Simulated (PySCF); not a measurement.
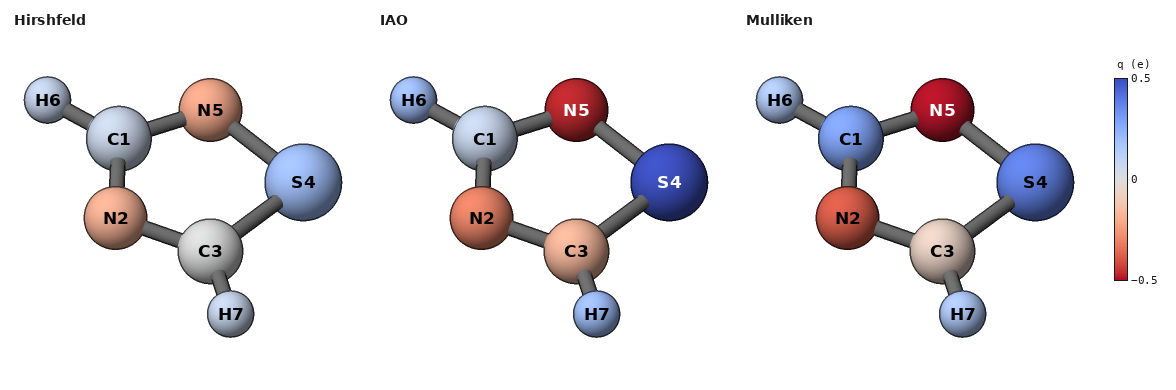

Atomic charges of one calculation by 3 schemes, on one colour scale. The geometry was computed by an optimisation with GFN2-xTB. No frequency run is at hand to confirm it as a minimum. Method: PBE0/pcSseg-1 (PySCF 2.14.0).

**On which atom do the schemes disagree most?**

On S4 (from 0.18 to 0.48 e).

List the charges (e), one line for each set of equivalent atoms.

```csv
atom,Hirshfeld,IAO,Mulliken
C1,0.05,0.07,0.27
N2,−0.18,−0.29,−0.37
C3,0.00,−0.16,−0.06
S4,0.18,0.48,0.36
N5,−0.20,−0.46,−0.48
H6,0.07,0.18,0.14
H7,0.07,0.18,0.14
```
